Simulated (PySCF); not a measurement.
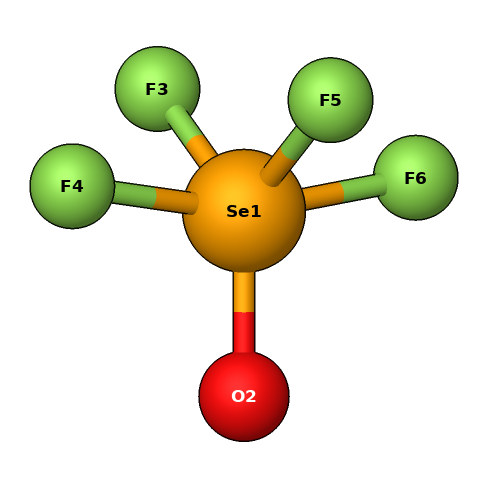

Every bond is drawn as one stick. Computed geometry: B3LYP/def2-SVP optimisation. Computed with B3LYP/def2-SVP (PySCF 2.14.0).

Question: Which bond has the highest Mayer bond order?

Answer: Se1–O2, 1.78, at a length of 1.588 Å.

List the Mayer bond orders of Se1–O2, Se1–F3, Se1–F4 (one bond of each equivalent set).

```csv
bond,Mayer order,length (Å)
Se1–O2,1.78,1.588
Se1–F3,0.91,1.724
Se1–F4,0.87,1.746
```
